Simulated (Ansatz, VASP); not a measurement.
**CdTe in two plane-wave programs**

Aim: how closely do two programs agree when they are given the same cell, functional and k mesh? The cell is taken from a series of VASP runs on this material, whose earlier steps may have relaxed, scaled or displaced it; both programs get it as it stands. Valence electrons are named where the data sets of a main pair hold unlike numbers.

Method: plane waves, with VASP 6.6.1 beside it; band structure at PBE, band structure at r2SCAN and band structure at LDA, in Ansatz 0.2.0.

**1. Starting point**

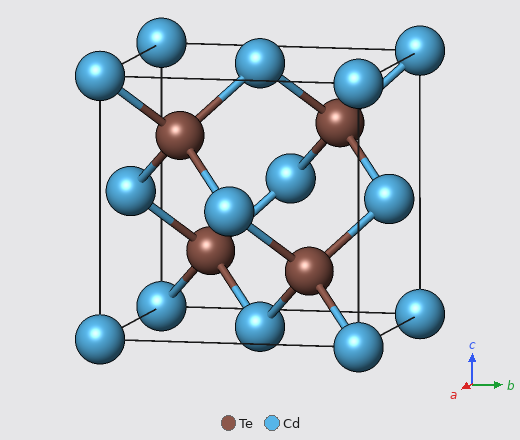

The starting structure, seen slightly off an axis (tellurium brown, cadmium blue). This picture shows the conventional cell, with its axes. Bonds to atoms that aren't drawn are left out. Some periodic images of atoms are drawn too.

**2. VASP: band structure, PBE**

Levels along a path test the potential and the projectors away from the mesh points.

Lines of VASP's logs that name or quote its potential files are left out, and so is its time.

Input file INCAR:

```
SYSTEM = CdTe
PREC = Accurate
ENCUT = 350
EDIFF = 1E-06
NELM = 100
ISMEAR = 0
SIGMA = 0.03
LREAL = .FALSE.
ALGO = Normal
GGA = PE
NBANDS = 21
LORBIT = 11
LWAVE = .FALSE.
LCHARG = .FALSE.
KPAR = 4
LASPH = .TRUE.
```

Input file POSCAR:

```
CdTe
1.0
    0.0000000000      3.1400000000      3.1400000000
    3.1400000000      0.0000000000      3.1400000000
    3.1400000000      3.1400000000      0.0000000000
Te Cd
1 1
Direct
    0.7500000000      0.7500000000      0.7500000000
    0.0000000000      0.0000000000      0.0000000000
```

Input file KPOINTS:

```
Automatic mesh
0
Gamma
6 6 6
0 0 0
```

Input file KPOINTS_OPT:

```
Line mode
10
Line-mode
Reciprocal
  0.00000000   0.00000000   0.00000000 GAMMA
  0.50000000   0.00000000   0.50000000 X

  0.50000000   0.00000000   0.50000000 X
  0.50000000   0.25000000   0.75000000 W

  0.50000000   0.25000000   0.75000000 W
  0.37500000   0.37500000   0.75000000 K

  0.37500000   0.37500000   0.75000000 K
  0.00000000   0.00000000   0.00000000 GAMMA

  0.00000000   0.00000000   0.00000000 GAMMA
  0.50000000   0.50000000   0.50000000 L

  0.50000000   0.50000000   0.50000000 L
  0.62500000   0.25000000   0.62500000 U

  0.62500000   0.25000000   0.62500000 U
  0.50000000   0.25000000   0.75000000 W

  0.50000000   0.25000000   0.75000000 W
  0.50000000   0.50000000   0.50000000 L

  0.50000000   0.50000000   0.50000000 L
  0.37500000   0.37500000   0.75000000 K

  0.62500000   0.25000000   0.62500000 U
  0.50000000   0.00000000   0.50000000 X
```

The projector-augmented-wave data sets are Te and Cd (PBE family, release 64).

The run is started by

```
mpirun -np 4 vasp_std
```

Numbers of over 12 decimals in the logs are rounded to 6 here.

What it wrote:

```text
[banner, memory and clock lines left out]
running    4 mpi-ranks, on    1 nodes
 distrk:  each k-point on    1 cores,    4 groups
 distr:  one band on    1 cores,    1 groups

 POSCAR found type information on POSCAR TeCd
 POSCAR found :  2 types and       2 ions
 LDA part: xc-table for (Slater+PW92), standard interpolation
 POSCAR, INCAR and KPOINTS ok, starting setup
 FFT: planning ... GRIDC
 FFT: planning ... GRID_SOFT
 FFT: planning ... GRID
 WAVECAR not read
 entering main loop
       N       E                     dE             d eps       ncg     rms          rms(c)
DAV:   1     0.882799242893E+02    0.88280E+02   -0.66506E+03   688   0.552E+02
DAV:   2    -0.167106911528E+01   -0.89951E+02   -0.85716E+02   777   0.176E+02
DAV:   3    -0.476871357105E+01   -0.30976E+01   -0.30871E+01   805   0.339E+01
DAV:   4    -0.479612044267E+01   -0.27407E-01   -0.27404E-01   860   0.288E+00
DAV:   5    -0.479631719729E+01   -0.19675E-03   -0.19675E-03   831   0.187E-01    0.701E+00
DAV:   6    -0.458281040027E+01    0.21351E+00   -0.25260E-01   758   0.588E+00    0.546E+00
DAV:   7    -0.456406446128E+01    0.18746E-01   -0.10440E-01   760   0.178E+00    0.186E+00
DAV:   8    -0.456476558841E+01   -0.70113E-03   -0.13195E-02   772   0.105E+00    0.485E-01
DAV:   9    -0.456494558409E+01   -0.18000E-03   -0.94336E-04   748   0.285E-01    0.133E-01
DAV:  10    -0.456500834128E+01   -0.62757E-04   -0.10730E-04   750   0.834E-02    0.526E-02
DAV:  11    -0.456503630698E+01   -0.27966E-04   -0.39489E-05   707   0.351E-02    0.150E-02
DAV:  12    -0.456503765442E+01   -0.13474E-05   -0.19940E-06   819   0.123E-02    0.759E-03
DAV:  13    -0.456503825373E+01   -0.59931E-06   -0.18683E-06   722   0.622E-03
   1 F= -.45650383E+01 E0= -.45650383E+01  d E =-.155040E-25
 Start KPOINTS_OPT (optional k-point list driver)
k-point batch [1-16\100]
       N       E                     dE             ncg
DAV:   1     0.448115182296E+03   -0.52563E+04      704
DAV:   2    -0.926157836984E+03   -0.13743E+04      773
DAV:   3    -0.972440350238E+03   -0.46283E+02      777
DAV:   4    -0.972837692936E+03   -0.39734E+00      919
DAV:   5    -0.972840819633E+03   -0.31267E-02      808
DAV:   6    -0.972840896556E+03   -0.76923E-04      852
DAV:   7    -0.972840898739E+03   -0.21833E-05      723
DAV:   8    -0.972840898800E+03   -0.61119E-07      594
[...]
k-point batch [97-100\100]
       N       E                     dE             ncg
DAV:   1     0.579613188791E+04   -0.19537E+04      192
DAV:   2     0.549669577871E+04   -0.29944E+03      188
DAV:   3     0.548734922590E+04   -0.93466E+01      208
DAV:   4     0.548726358080E+04   -0.85645E-01      217
DAV:   5     0.548726294096E+04   -0.63984E-03      208
DAV:   6     0.548726292358E+04   -0.17380E-04      204
DAV:   7     0.548726292302E+04   -0.55770E-06      208
```

Parts of OUTCAR (step 2):

```text
ion  position               nearest neighbor table
   1  0.750  0.750  0.750-   2 2.72   2 2.72   2 2.72   2 2.72
   2  0.000  0.000  0.000-   1 2.72   1 2.72   1 2.72   1 2.72

  LATTYP: Found a face centered cubic cell.
 ALAT       =     6.2800000000

 Subroutine GETGRP returns: Found 24 space group operations
 (whereof 24 operations were pure point group operations)

The static configuration has the point symmetry T_d .

 Found     16 irreducible k-points:

   k-points           NKPTS =     16   k-points in BZ     NKDIM =     16   number of bands    NBANDS=     21

   dimension x,y,z NGX =    28 NGY =   28 NGZ =   28
   dimension x,y,z NGXF=    56 NGYF=   56 NGZF=   56

   ENCUT  =  350.0 eV  25.72 Ry    5.07 a.u.   6.77  6.77  6.77*2*pi/ulx,y,z

   NELECT =      18.0000    total number of electrons

 k-points in reciprocal lattice and weights: Automatic mesh
   0.00000000  0.00000000  0.00000000       0.005
   0.16666667  0.00000000  0.00000000       0.037
   0.33333333  0.00000000  0.00000000       0.037
   0.50000000  0.00000000  0.00000000       0.019
   0.16666667  0.16666667  0.00000000       0.028
   0.33333333  0.16666667  0.00000000       0.111
   0.50000000  0.16666667  0.00000000       0.111
  -0.33333333  0.16666667  0.00000000       0.111
  -0.16666667  0.16666667  0.00000000       0.056
[...]
-0.33333333  0.33333333  0.16666667       0.111
  -0.33333333  0.50000000  0.16666667       0.056

 average (electrostatic) potential at core
       1 -90.6419       2 -38.4007

 E-fermi :   3.4838

 k-point     1 :       0.0000    0.0000    0.0000
  band No.  band energies     occupation
    ...
      5      -5.0515      2.00000
      6      -5.0515      2.00000
      7       3.2694      2.00000
      8       3.2694      2.00000
      9       3.2694      2.00000
     10       4.3302      0.00000
     11       7.7824      0.00000
     12       7.7824      0.00000
     13       7.7824      0.00000
     14      10.8399      0.00000
    ...

 k-point     2 :       0.1667    0.0000    0.0000
  band No.  band energies     occupation
    ...
      5      -5.0529      2.00000
      6      -5.0529      2.00000
      7       1.3962      2.00000
      8       2.9911      2.00000
      9       2.9911      2.00000
     10       5.3505      0.00000
     11       8.0415      0.00000
     12       8.1669      0.00000
     13       8.1669      0.00000
     14      11.7768      0.00000
    ...

 k-point     3 :       0.3333    0.0000    0.0000
  band No.  band energies     occupation
    ...
      5      -5.0480      2.00000
      6      -4.9601      2.00000
      7      -0.7175      2.00000
      8       2.5361      2.00000
      9       2.5361      2.00000
     10       5.3009      0.00000
     11       8.4555      0.00000
     12       8.4555      0.00000
     13       9.7858      0.00000
     14      11.3581      0.00000
    ...

  Total        3.0698960      3.0698960      3.0698960     -0.0000000     -0.0000000      0.0000000
  in kB       79.4356234     79.4356234     79.4356234     -0.0000000     -0.0000000      0.0000000
  external PRESSURE =      79.4356234 kB  Pullay stress =       0.0000000 kB

  energy-cutoff  :      350.00
  volume of cell :       61.92
      direct lattice vectors                 reciprocal lattice vectors
     0.000000000  3.140000000  3.140000000    -0.159235669  0.159235669  0.159235669
     3.140000000  0.000000000  3.140000000     0.159235669 -0.159235669  0.159235669
     3.140000000  3.140000000  0.000000000     0.159235669  0.159235669 -0.159235669

 POSITION                                       TOTAL-FORCE (eV/Angst)
 -----------------------------------------------------------------------------------
      4.71000      4.71000      4.71000        -0.000000     -0.000000     -0.000000
      0.00000      0.00000      0.00000         0.000000      0.000000      0.000000
 -----------------------------------------------------------------------------------
    total drift:                                0.000002      0.000002      0.000002

  FREE ENERGIE OF THE ION-ELECTRON SYSTEM (eV)
  ---------------------------------------------------
  free  energy   TOTEN  =        -4.5650382537 eV

  energy  without entropy=       -4.5650382537  energy(sigma->0) =       -4.56503825

 total charge
# of ion       s       p       d       tot
------------------------------------------
    1        1.346   2.114   0.028   3.489
    2        0.488   0.378   9.514  10.380
--------------------------------------------------
tot          1.834   2.492   9.542  13.868

[... 3 further parts left out ...]
```

The run ends at a pressure of 7.94 GPa.

**3. Ansatz: band structure, PBE**

Ansatz runs on its default PAW (the set named soft_2) files.

The same cell, functional, mesh and smearing now go to Ansatz, which takes its cutoff from its data sets.

Input file input.yaml:

```yaml
crystal:
  lattice:
    - [0.0, 3.14, 3.14]
    - [3.14, 0.0, 3.14]
    - [3.14, 3.14, 0.0]
  atoms:
    - { symbol: Te, position: [0.75, 0.75, 0.75] }
    - { symbol: Cd, position: [0.0, 0.0, 0.0] }
hamiltonian:
  xc: pbe
  pseudopotentials: { kind: paw }
kpoints:
  mp_grid: { grid: [6, 6, 6] }
  band_path:
    path:
      - [0.0, 0.0, 0.0]
      - [0.16667, 0.0, 0.16667]
      - [0.33333, 0.0, 0.33333]
      - [0.5, 0.0, 0.5]
      - [0.5, 0.08333, 0.58333]
      - [0.5, 0.19444, 0.69444]
      - [0.5, 0.25, 0.75]
      - [0.45833, 0.29167, 0.75]
      - [0.40278, 0.34722, 0.75]
      - [0.375, 0.375, 0.75]
      - [0.20833, 0.20833, 0.41667]
      - [0.08333, 0.08333, 0.16667]
      - [0.0, 0.0, 0.0]
      - [0.22222, 0.22222, 0.22222]
      - [0.38889, 0.38889, 0.38889]
      - [0.51389, 0.47222, 0.51389]
      - [0.55556, 0.38889, 0.55556]
      - [0.61111, 0.27778, 0.61111]
      - [0.61111, 0.25, 0.63889]
      - [0.56944, 0.25, 0.68056]
      - [0.51389, 0.25, 0.73611]
      - [0.5, 0.27778, 0.72222]
      - [0.5, 0.38889, 0.61111]
      - [0.5, 0.47222, 0.52778]
      - [0.48611, 0.48611, 0.52778]
      - [0.43056, 0.43056, 0.63889]
      - [0.38889, 0.38889, 0.72222]
      - [0.59722, 0.19444, 0.59722]
      - [0.55556, 0.11111, 0.55556]
      - [0.5, 0.0, 0.5]
    npoints: 1
scf:
  occupations: { method: gaussian, width: 0.03 }
  n_extra_bands: 7
output:
  forces: true
  stress: true
  eigenvalues: true
```

The run is started by

```
ansatz run input.yaml --threads 2 --pin off --max-ram 4608MiB --backend cpu --events-out ev --progress --plain --runs-dir out
```

What it wrote:

```text
scf.n_extra_bands = 7 over 18 filled bands (N_el = 36.0): the run solves 25 bands
Engine: ansatz 0.2.0, aarch64-unknown-linux-gnu
Pseudopotentials: kind: paw
Pseudopotential: Te, paw, valence charge 16, recommended cutoff 420 eV (normal), Te.paw.azcp
Pseudopotential: Cd, paw, valence charge 20, recommended cutoff 420 eV (normal), Cd.paw.azcp
Functional definition: PBE
  parameter kappa = 0.804
  parameter beta = 0.066725
  exchange = pbe_x(kappa = kappa, mu = beta*pi^2/3)
  correlation = pbe_c(beta = beta)
Crystal: 2 atoms, lattice volume = 61.918 Å³
Basis set: ecut = 420 eV, 1243 PW (Γ), exchange–correlation on 60×60×60 points (8 copies of the dense FFT grid, shifted against one another)
Bands: 25, of which v1, the nominal top of the filled ones, is band 18 counted from 1 (17 counted from 0)
Symmetry: 24 space group operations
Space group: F-43m (ITA 216), of the structure as read, at distance tolerance 4.0e-5 Å
k-points: 16 of 216 (time reversal used)
Non-local potential: Te, projectors of the file, l = 0: 2, l = 1: 2, l = 2: 2, l = 3: 2
Non-local potential: Cd, projectors of the file, l = 0: 3, l = 1: 2, l = 2: 2, l = 3: 1
PAW form: soft (Blöchl's): semilocal exchange-correlation on the pseudo side does not see the compensation charge
PAW one-centre angular grid: Te, 590 points (default); XC on 64 Gauss nodes
PAW one-centre angular grid: Cd, 590 points (default); XC on 64 Gauss nodes
Initial density: superposition of atomic densities (neutral atoms: chi_scale 0, normalization atom), corrected by the library's trained network
Initial wavefunctions: pseudopotential atomic-orbital guess
Functional: x = pbe(κ = 0.804, μ = 0.219515), c = pbe(β = 0.066725)
SCF iter   1: F=—  HF=-15235.105010 eV  |F-HF|=—  |Δ(HF+E_count)|=         —  Δρ=1.18e-3  dr2=1.87e-3  ethr=1.77e-3  ⟨swp⟩=6.4  Hψ=1962  notcnv=0
preconditioner: auto → none  [insulator: Δε(μ)=1.050 eV  Ē_g=13.891 eV  σ=0.030 eV  W_gap=1.00  n_scr=14 (ndim 8)  ℏωp=20.0 eV  f_vac=0.160  D(μ)=0.00/eV (n_scr^D=0)  ε∞_Penn≈3.1]
SCF iter   2: F=—  HF=-15235.104448 eV  |F-HF|=—  |Δ(HF+E_count)|=   5.62e-4  Δρ=4.65e-4  dr2=1.37e-4  ethr=5.19e-6  ⟨swp⟩=2.1  Hψ=745  notcnv=0  defer=41
SCF iter   3: F=—  HF=-15235.104487 eV  |F-HF|=—  |Δ(HF+E_count)|=   3.90e-5  Δρ=1.77e-4  dr2=1.95e-5  ethr=3.81e-7  ⟨swp⟩=2.6  Hψ=627  notcnv=0  defer=41
SCF iter   4: F=—  HF=-15235.104496 eV  |F-HF|=—  |Δ(HF+E_count)|=   8.32e-6  Δρ=5.85e-5  dr2=1.83e-6  ethr=5.43e-8  ⟨swp⟩=2.0  Hψ=498  notcnv=0  defer=41
iter 5 did not close the SCF: its close was put off for the readings that it lacked (scf_convergence_deferred on its scf_iter line)
SCF iter   5: F=-15235.104501 eV  HF=-15235.104501 eV  |F-HF|=2.21e-7  |Δ(HF+E_count)|=   5.67e-6  Δρ=1.28e-5  dr2=6.70e-8  ethr=5.10e-9  ⟨swp⟩=2.0  Hψ=503  notcnv=0  defer=41
SCF iter   6: F=-15235.104501 eV  HF=-15235.104501 eV  |F-HF|=7.99e-10  |Δ(HF+E_count)|=   2.69e-7  Δρ=1.73e-6  dr2=1.02e-9  ethr=1.86e-10  ⟨swp⟩=7.5  Hψ=1927  notcnv=0
SCF 1 converged in 6 iterations: F = -15235.104501 eV  dr2 = 1.02e-9
  greatest PAW one-centre occupation: 1.000 electrons in one spin orbital (limit 2), on the Cd atom at site 1 (counted from 0), in its partial waves of l = 0
NSCF: frozen V_eff on 30 k-points
SCF converged after 6 iterations
Free energy (F): -15235.104501 eV
Harris-Foulkes:  -15235.104501 eV  (|F-HF|=7.99e-10)
Internal energy: -15235.104501 eV  (E = F + TS)
E sigma→0 (E₀):  -15235.104501 eV
Fermi energy:    9.413726 eV
--- Per-component energies (eV) ---
  E_band       = -749.185311
  E_kinetic    = 687.950166
  E_local      = -5210.548591  (includes V_loc(G=0)·N_el)
  E_nonlocal   = -276.824345
  E_hartree    = 2648.880331
  E_xc         = -302.394251
  E_vxc        = -327.662209  (∫ρ·V_xc dr)
  E_paw        = -8745.556606  (= ΣΔE_a)
  E_vpaw       = -919.862388  (= ΣTr[D̂ρ^β])
  E_aug_tail   = -0.000157  (compensation charges beyond the density's cutoff)
  E_ewald      = -4036.611048
  E_smearing   = -0.000000  (= −TS)
  E_closure    = 0.000000  (closes the sum)
  Σ components = -15235.104501   (vs F -15235.104501, Δ=0.00e0)
--- Forces (eV/Å), atoms counted from 1 ---
  atom   1  Te     0.00000000    -0.00000000     0.00000000
  atom   2  Cd    -0.00000000     0.00000000    -0.00000000
  max |Σ_I F_I| component: 1.18e-16 eV/Å
--- Stress (GPa, compression-positive) ---
        8.076700       0.000000      -0.000000
        0.000000       8.076700       0.000000
       -0.000000       0.000000       8.076700
  P = ⅓ Tr σ = 8.0767 GPa (80.767 kbar)
--- Band table (eV; the first three rows and the last of 16) ---
  k-point 0: bands = [... 14 lower, 0.5650, 8.8824, 8.8824, 8.8824, 9.9442, 13.4208, 13.4208, 13.4208, ... 3 higher]
  k-point 1: bands = [... 14 lower, 0.5631, 7.0169, 8.6055, 8.6055, 10.9655, 13.6594, 13.8047, 13.8047, ... 3 higher]
  k-point 2: bands = [... 14 lower, 0.6564, 4.9077, 8.1520, 8.1520, 10.9226, 14.0963, 14.0963, 15.3800, ... 3 higher]
  k-point 15: bands = [... 14 lower, 1.2616, 4.1881, 6.2862, 6.3541, 12.5775, 12.7390, 15.7553, 16.0261, ... 3 higher]
```

The job ended after 4.5 s (2 threads of Arm Neoverse N1, shared host; peak memory 0.32 GiB; 8.5 s of CPU time).

In the SCF lines HF is the Harris–Foulkes energy and dr2 the Hartree energy of the density residual, in eV; the loop may stop once dr2 is under the threshold and the program's other checks hold. Hψ counts applications of the Hamiltonian.

**4. Side by side**

Known differences besides the potentials themselves: the data sets hold 36 valence electrons in Ansatz (on its default PAW (the set named soft_2) files) and 18 in VASP; the cutoff is 420 eV in Ansatz and 350 eV in VASP. Total energies have different zeros and are not compared.

Compared:

```
                     quantity  Ansatz   VASP  difference
               pressure (GPa)    8.08   7.94       +0.13
gap over the path points (eV)   1.062  1.061      +0.001
```

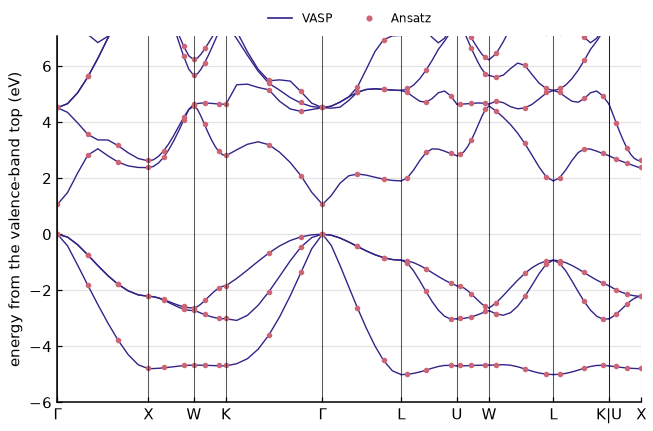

Bands from VASP (lines) and levels from Ansatz (dots). Dots without a line are higher empty bands that the VASP plot leaves out.

Levels at points of the path, from each program's valence-band top (eV; 4 filled, then empty):

```
k (reciprocal lattice)                                  Ansatz                                    VASP
     0.000 0.000 0.000     -8.32 0.00 0.00 0.00 1.06 4.54 4.54     -8.32 0.00 0.00 0.00 1.06 4.51 4.51
     0.167 0.000 0.167  -8.31 -1.81 -0.73 -0.73 2.81 3.58 5.63  -8.31 -1.82 -0.74 -0.74 2.82 3.56 5.61
     0.333 0.000 0.333  -8.11 -3.77 -1.78 -1.78 2.59 3.17 7.67  -8.11 -3.78 -1.79 -1.79 2.57 3.16 7.68
     0.500 0.000 0.500  -7.71 -4.78 -2.21 -2.21 2.39 2.63 9.35  -7.71 -4.80 -2.22 -2.22 2.38 2.61 9.38
     0.500 0.083 0.583  -7.68 -4.76 -2.34 -2.32 2.75 2.98 8.48  -7.68 -4.77 -2.35 -2.33 2.74 2.97 8.47
     0.500 0.194 0.694  -7.61 -4.68 -2.66 -2.58 4.08 4.18 6.35  -7.61 -4.69 -2.67 -2.59 4.07 4.17 6.34
     0.500 0.250 0.750  -7.59 -4.66 -2.72 -2.62 4.58 4.65 5.67  -7.59 -4.67 -2.73 -2.63 4.57 4.64 5.66
     0.458 0.292 0.750  -7.61 -4.66 -2.86 -2.37 3.92 4.68 6.12  -7.61 -4.68 -2.87 -2.38 3.91 4.68 6.11
     0.403 0.347 0.750  -7.64 -4.68 -2.99 -1.91 2.96 4.65 7.24  -7.64 -4.70 -3.00 -1.92 2.95 4.65 7.23
     0.375 0.375 0.750  -7.64 -4.68 -3.01 -1.83 2.82 4.64 7.55  -7.64 -4.70 -3.02 -1.84 2.80 4.64 7.53
```

Among the levels compared at these points, filled levels agree within 14 meV and empty ones within 35 meV. Ansatz's pressure holds a Pulay correction of 0.04 GPa; VASP's holds none.

(Part 1 of 2 ends here.)

[Lines on the potential files, build, host, timing and source positions are cut from VASP's logs without a mark.]

[Logs are printed without paths, hosts, clocks, repeated set-up lines and the standing remarks that a program may print on its own settings, such as how far it seeks lower states.]

[Hosts, paths, dates, database ids (printed as entryN), source tags and the programs' standing remarks are cut or masked in the printed files.]
